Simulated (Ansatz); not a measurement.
```xyz
8

Si   -0.3740    1.1794    0.0598
Si    0.1888   -1.0856    0.0177
Br    2.0743   -1.3762    1.1543
Br    0.4751   -1.7127   -2.0932
H    -0.5554    1.6139    1.4692
H     0.7334    1.9394   -0.5716
H    -1.6349    1.3857   -0.6988
H    -0.8152   -2.0010    0.6068
```

Geometry: PBE0-D4/def2-TZVP.

Computed with RKS PBE0-D4/def2-TZVPP in Ansatz.

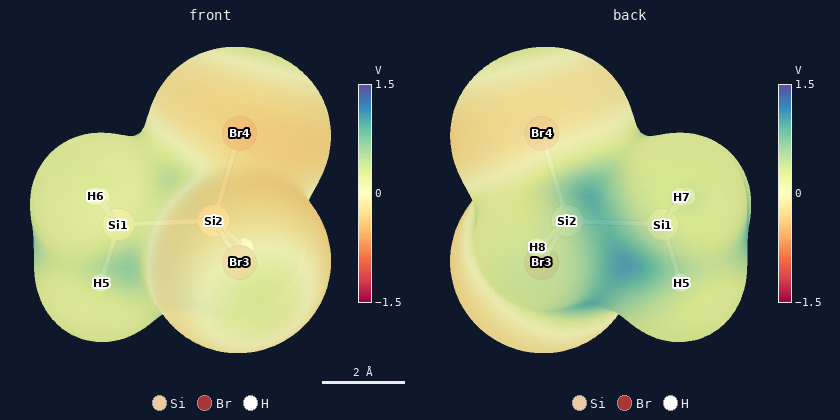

Br2H4Si2. The electrostatic potential painted on the density surface at 0.001 e/bohr³, seen from the front and from behind; red is negative and blue positive.

**Where is the surface potential most negative and most positive?**

The most negative region (about −0.4 V) lies over Br3 and Br4, the most positive (about +1.0 V) over Si1 and Si2. Br3 shows a σ-hole: about +0.3 V at the tip opposite its bond, against about −0.2 V on its flanks. Br4 shows a σ-hole: about +0.3 V at the tip opposite its bond, against about −0.2 V on its flanks.
